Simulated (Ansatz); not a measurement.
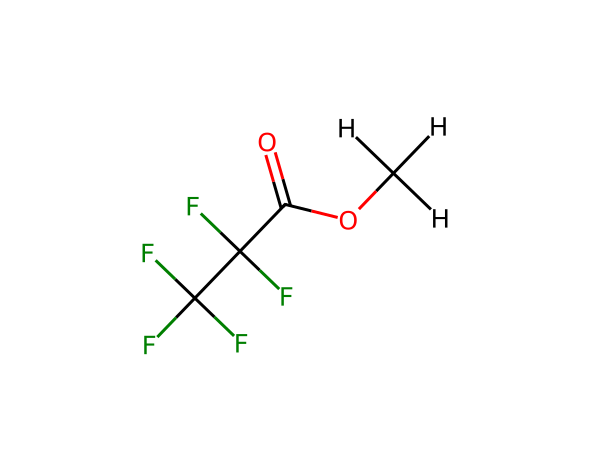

The drawing above gives the connectivity. Computed geometry: PBE-D4/def2-SVP optimisation. No frequency run is at hand to confirm it as a minimum.

Describe the 3D structure.

Formula C4H3F5O2. As SMILES it reads `COC(=O)C(F)(F)C(F)(F)F`. It has no ring. Among its groups: ester, C–F bond. This geometry has C1 symmetry. Coordination: 3 C tetrahedral; 1 O bent; 1 C trigonal planar.

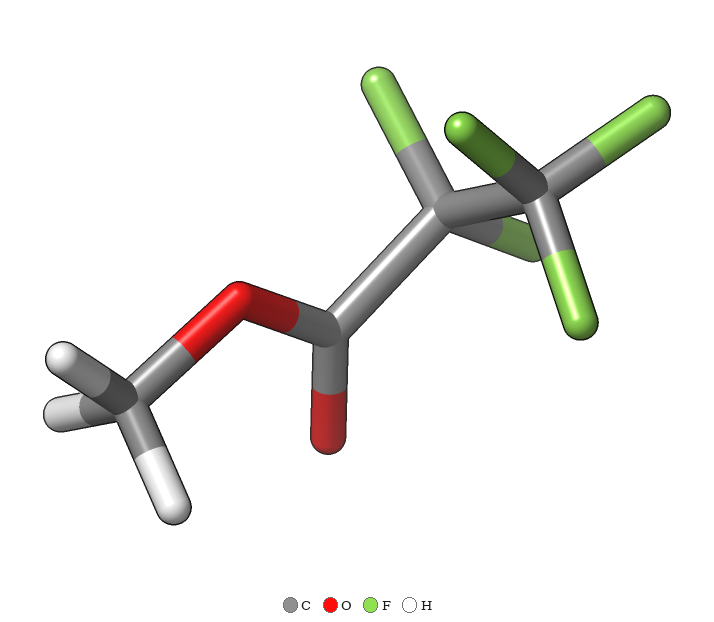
